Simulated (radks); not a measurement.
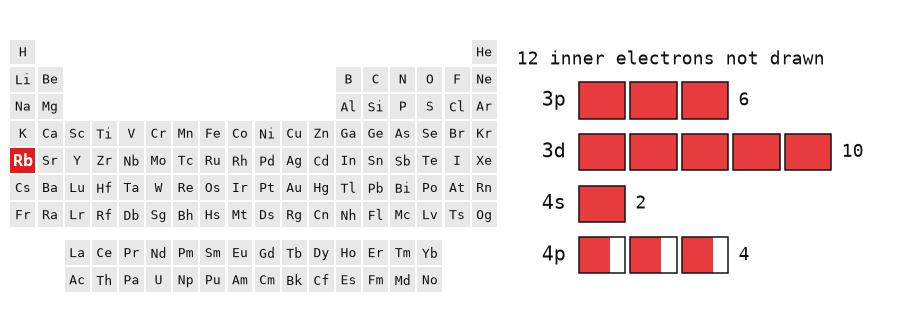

*Left, the place of rubidium in the periodic table; right, the outer shells as the input fills them: a box for each of the 2l + 1 orbitals, shaded by the share of the shell that is filled, with the electron count at the right.*

# Run report: Rb³⁺, atomic calculation

Rb³⁺ (Z = 37, 34 electrons) in the configuration [Ar] 3d10 4s2 4p4 (4p1/2: 2, 4p3/2: 2). Computed at this level: Dirac Kohn-Sham, PBEsol, spin-unpolarised, spherical densities, finite nucleus (the in-house radial solver radks).

### Outcome

- outcome: converged
- total energy: −2976.9576 hartree
- kinetic energy: 3061.6122 hartree
- electron–nucleus energy: −7147.0192 hartree
- Hartree energy: 1206.3234 hartree
- exchange–correlation energy: −97.873966 hartree
- radius at density 0.001 e/bohr³: 3.20 bohr
- SCF iterations: 15
- hardware: 1 thread of Arm Neoverse V2, 108 GiB of memory available, shared host

### What is odd here

A numerical setting was moved from its usual value: mesh step h = 0.02. The program ran to the end, and its total energy equals that of the same run with the usual input (−2976.95763 hartree) within 10⁻⁵ hartree, so the oddity leaves no trace in it.

### Input
```
Z 37
configuration [Ar] 3d10 4s2 4p4
relativity Dirac
functional pbe_sol,pbe_sol
spin unpolarised
j_filling energy
nucleus finite rms 4.2036 fm
c 137.035999084
mesh_step 0.02
max_iterations 66
```

Energies in input and log are in hartree, lengths in bohr (the nuclear radius in fm).

The run was one of a batch that the task file lists, launched with:
```bash
python <driver script> task.json out
```

### Output
```
1s1/2   1   2.0000        -553.19706230
2s1/2   1   2.0000         -75.02831563
2p1/2   1   2.0000         -68.19046823
2p3/2   1   4.0000         -65.95880147
3s1/2   1   2.0000         -12.23062405
3p1/2   1   2.0000          -9.78058043
3p3/2   1   4.0000          -9.44458140
3d3/2   1   4.0000          -5.15252016
3d5/2   1   6.0000          -5.09532998
4s1/2   1   2.0000          -2.35016791
4p1/2   1   2.0000          -1.74242948
4p3/2   1   2.0000          -1.70261076
Etot -2976.9576257680214
Ekin 3061.6121602402945
Encl -7147.019220961753
Eh 1206.3234006944049
Exc -97.8739657409685
err 1.5109137487806293e-09
it 15
```
